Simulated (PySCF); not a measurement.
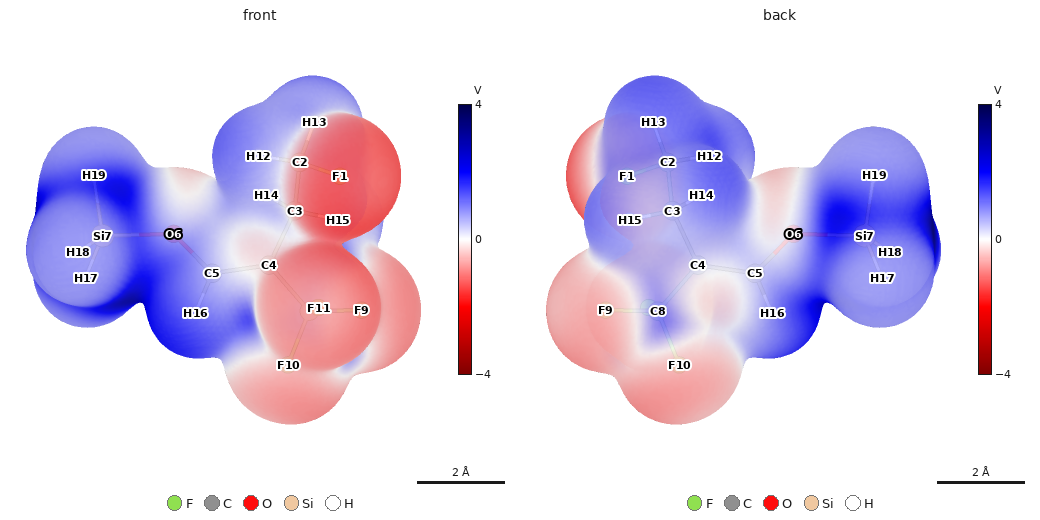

C$_{5}$H$_{8}$F$_{4}$OSi (SMILES FCC/C(=C\O[SiH3])C(F)(F)F). The electrostatic potential painted on the density surface at 0.004 e/bohr³, seen from the front and from behind; the colour scale runs from red (negative) to blue (positive).

Geometry: GFN2-xTB.

These are results of PBE0/pcSseg-1, SCF density, gas phase, non-relativistic in PySCF, not measurements.

```xyz
19

F    -2.7898    0.9832   -0.5624
C    -1.6253    1.5711   -0.1439
C    -0.9615    0.7363    0.9518
C    -0.4606   -0.5806    0.4261
C     0.7157   -0.7161   -0.1931
O     1.5409    0.3110   -0.3707
Si    3.0840    0.3946   -0.9273
C    -1.3434   -1.7875    0.5373
F    -2.2261   -1.7042    1.5383
F    -0.6327   -2.9134    0.7583
F    -2.0512   -2.0264   -0.5804
H    -0.9777    1.6585   -1.0215
H    -1.8921    2.5634    0.2336
H    -0.1116    1.3047    1.3318
H    -1.6781    0.5723    1.7572
H     1.0385   -1.6809   -0.5678
H     3.9756   -0.2788    0.0149
H     3.1780   -0.2399   -2.2412
H     3.2076    1.8418   -0.9483
```

Q: Describe the electrostatic potential map.

A: The most negative region (about −1.5 V) lies over F1, the most positive (about +3.1 V) over Si7.
